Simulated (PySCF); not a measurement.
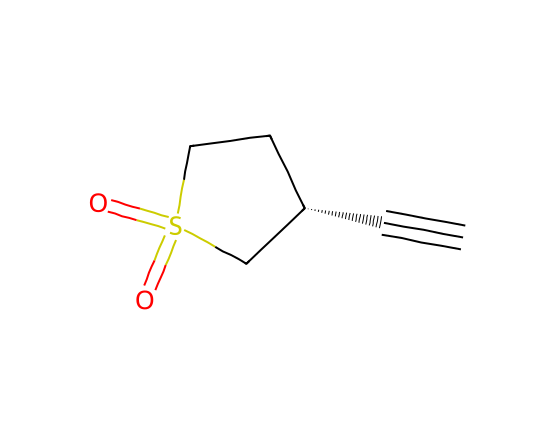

Skeletal drawing of a molecule.

Write the SMILES.

C#C[C@H]1CCS(=O)(=O)C1

Give the formula, hydrogens included.

C6H8O2S.

An optimisation with GFN2-xTB gave a structure of which point group?

C1.

The parts below concern this one geometry. Atoms keep their numbers from picture to picture. Computed geometry: GFN2-xTB optimisation. No frequency run is at hand to confirm it as a minimum.

Shape

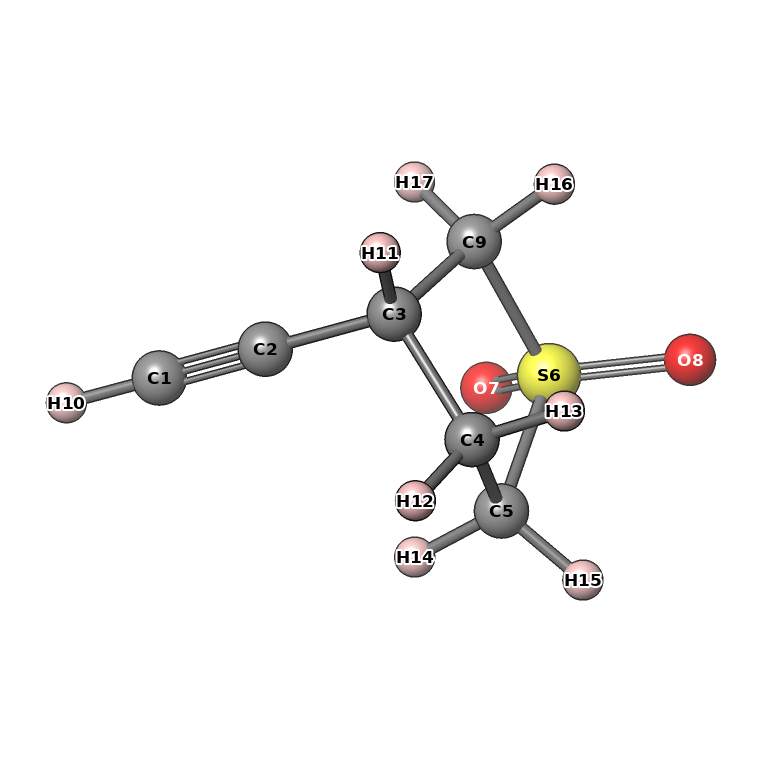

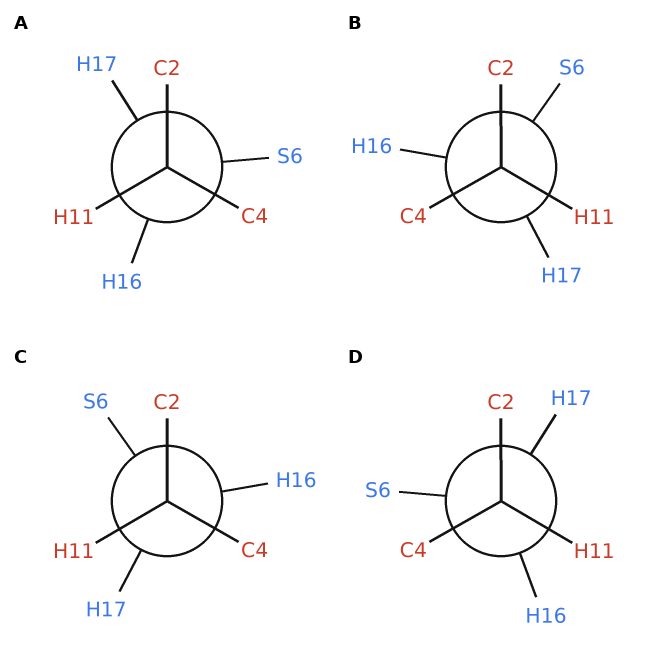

Distant atoms are faded towards the background colour. Bonds that would overlap in a projection are set slightly apart. No frequency run is at hand to confirm it as a minimum.

Which Newman projection shows the view along C3–C9, with C3 in front?

D. The torsion angle C4–C3–C9–S6 is 35°, synclinal (gauche).

NMR shielding

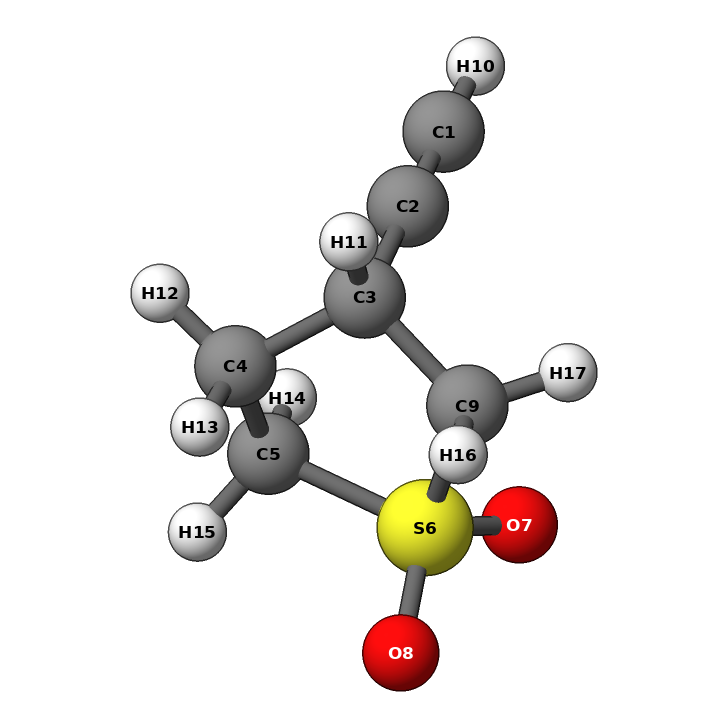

No frequency run is at hand to confirm it as a minimum. Properties computed with GIAO PBE0/pcSseg-1 NMR shielding, non-relativistic, gas phase (PySCF 2.14.0). Principal shieldings σ11 ≤ σ22 ≤ σ33, span Ω = σ33 − σ11, skew κ = 3(σiso − σ22)/Ω.

Give the shielding tensors of the S atoms.

```
atom   σ11    σ22    σ33   σiso      Ω      κ
  S6  55.7  184.1  236.9  158.9  181.2  −0.42
```

Shieldings and span in ppm.

Electronic properties

No frequency run is at hand to confirm it as a minimum. Properties computed with PBE0/pcSseg-1, gas phase (PySCF 2.14.0).

Predict the main results.

- dipole moment: 5.00 D
- HOMO energy (Kohn–Sham orbital): −8.03 eV
- LUMO energy (Kohn–Sham orbital): 0.24 eV
- HOMO–LUMO gap: 8.27 eV

Bond orders

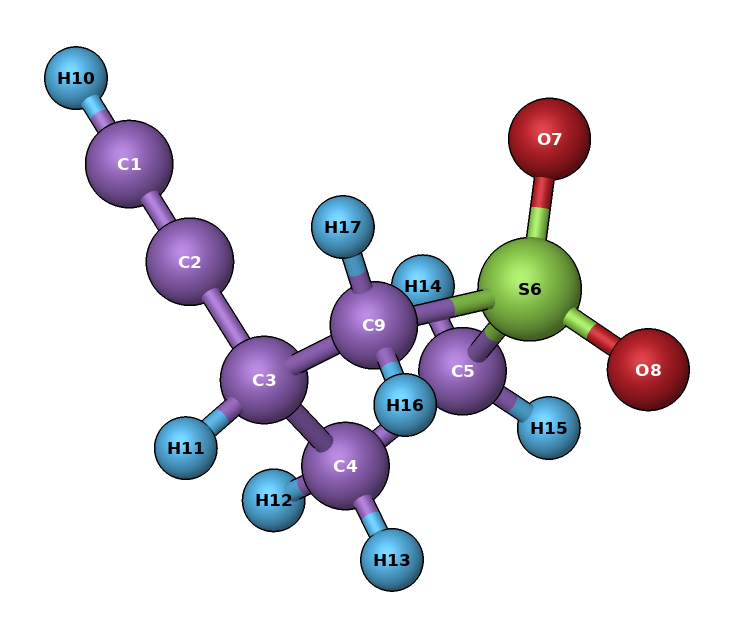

Every bond is drawn as one stick. No frequency run is at hand to confirm it as a minimum. Computed with PBE0/pcSseg-1 (PySCF 2.14.0).

Which bond between heavy atoms has the highest Mayer bond order?

C1–C2, 2.55, at a length of 1.196 Å.

List the Mayer bond orders of C1–C2, C2–C3, C3–C4, C3–C9, C4–C5, C5–S6, S6–O7, S6–O8, S6–C9 (bonds between heavy atoms, one of each equivalent set).

```
 bond  Mayer order  length (Å)
C1–C2         2.55       1.196
C2–C3         0.90       1.453
C3–C4         1.01       1.541
C3–C9         1.01       1.521
C4–C5         1.01       1.512
C5–S6         0.85       1.829
S6–O7         1.75       1.436
S6–O8         1.72       1.438
S6–C9         0.83       1.833
```
